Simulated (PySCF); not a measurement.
## HfH₂: frequency calculation

System: HfH₂, multiplicity 3.
Method: UKS-based PBE0, Hf def2-TZVP with ECP60, H def2-TZVP; non-relativistic Hamiltonian with a scalar-relativistic core potential; density fitting (PySCF 2.14.0).

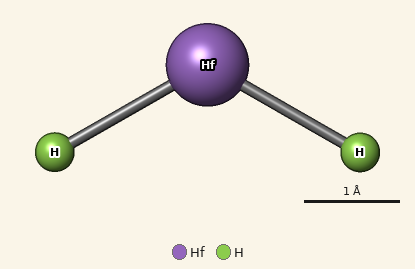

The structure (ball-and-stick view, seen on its broad side). Sticks mark near contacts.

### Input file
```python
from pyscf import gto, scf, dft
mol = gto.M(atom='''
Hf     0.000000     0.000000    -0.010197
H      1.620144     0.000000     0.910329
H     -1.620144     0.000000     0.910329''',
    basis={'Hf': 'def2-TZVP', 'H': 'def2-TZVP'},
    ecp={'Hf': 'def2-TZVP'},
    charge=0, spin=2)
mf = dft.UKS(mol, xc='PBE0')
mf.grids.atom_grid = (75, 302)
aux = {'Hf': 'def2-universal-JKFIT', 'H': 'def2-universal-JKFIT'}
mf = mf.density_fit(auxbasis=aux)
mf.conv_tol = 1e-09
mf.diis_space = 10
mf.max_cycle = 60
mf.verbose = 4
mf.kernel()
```

The script is an equivalent of the set-up of the self-consistent field. The run itself was carried out by a driver, which started from the orbitals of the step before it where there was one and computed the further properties.

Launch command:
```bash
OMP_NUM_THREADS=2 python axn.py task.json out
```

### The program's output
```
init E= -49.0514983569489
  alpha nocc = 8  HOMO = -0.173047741927701  LUMO = -0.0307853576541643
  beta  nocc = 6  HOMO = -0.273697886607716  LUMO = -0.0656964574953038
  HOMO = -0.173047741928  LUMO = -0.0656964574953  gap/eV = 2.92118
cycle= 1 E= -49.0514983569515  delta_E= -2.52e-12  |g|= 4.64e-07  |ddm|= 3.45e-06
  alpha nocc = 8  HOMO = -0.173047546557792  LUMO = -0.0307852218382476
  beta  nocc = 6  HOMO = -0.273697862490919  LUMO = -0.0656963412719098
  HOMO = -0.173047546558  LUMO = -0.0656963412719  gap/eV = 2.92118
Extra cycle  E= -49.051498356953  delta_E= -1.51e-12  |g|= 3.27e-07  |ddm|= 2.28e-06
converged SCF energy = -49.051498356953  <S^2> = 2.003264  2S+1 = 3.0021752
```

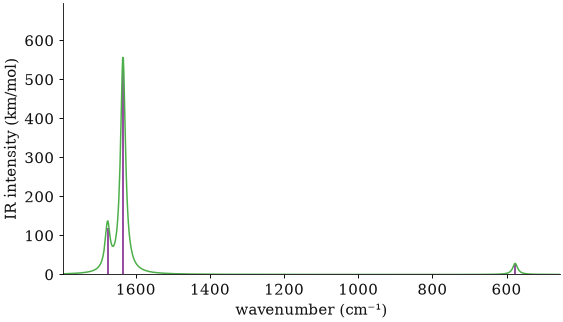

Harmonic infrared spectrum, unscaled: sticks (degenerate modes added up, dark ones marked on the axis) with a Lorentzian envelope of 16 cm⁻¹ full width, scaled to the tallest stick. 3 modes from 577 to 1676 cm⁻¹, none imaginary. The strongest line is at 1635 cm⁻¹ (557 km/mol). All modes, in cm⁻¹ (km/mol): 577 (29), 1635 (557), 1676 (118).

### Results in brief

| quantity | value |
| --- | --- |
| outcome | converged |
| total energy | −49.051498 hartree |
| ⟨S²⟩ | 2.003 |
| zero-point energy | 0.008857 hartree |
| dipole moment | 2.04 D |
| wavenumbers, lowest and highest | 577 and 1676 cm⁻¹ |
| hardware | 2 threads of Intel Xeon (Granite Rapids), 64 GiB of memory available, shared host |
| wall time | 8.8 s (CPU time 18 s) |
| peak memory | 0.68 GiB |
